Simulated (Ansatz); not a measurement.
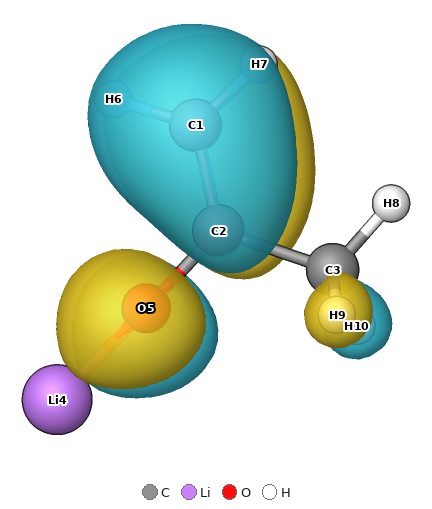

*C₃H₅LiO (SMILES [Li][O]C(=C)C). One frontier orbital at ±0.08 Å⁻³ᐟ² (yellow and cyan are the two phases), seen across its widest extent.*

Geometry: B3LYP-D3(BJ)/def2-SVP.

Method: isolated molecule in a Gaussian basis; Kohn-Sham density functional theory, functional PBE0 in Ansatz 0.2.0.

| atom | x (Å) | y (Å) | z (Å) |
| --- | --- | --- | --- |
| C | -0.6705 | 1.9996 | -0.5468 |
| C | -0.3473 | 0.7603 | -0.9840 |
| C | -1.2670 | -0.4231 | -0.7674 |
| Li | 2.1256 | 0.1549 | -2.3933 |
| O | 0.7700 | 0.4686 | -1.6239 |
| H | 0.0075 | 2.8409 | -0.7126 |
| H | -1.6089 | 2.1857 | -0.0221 |
| H | -2.1899 | -0.1515 | -0.2350 |
| H | -1.5371 | -0.8722 | -1.7394 |
| H | -0.7428 | -1.2063 | -0.1919 |

Question: Which orbital is it: HOMO or LUMO?

Answer: The HOMO, at −4.90 eV. Its weight (Hirshfeld) is mainly on C1 (about 45 %), O5 (about 20 %) and C2 (about 20 %).
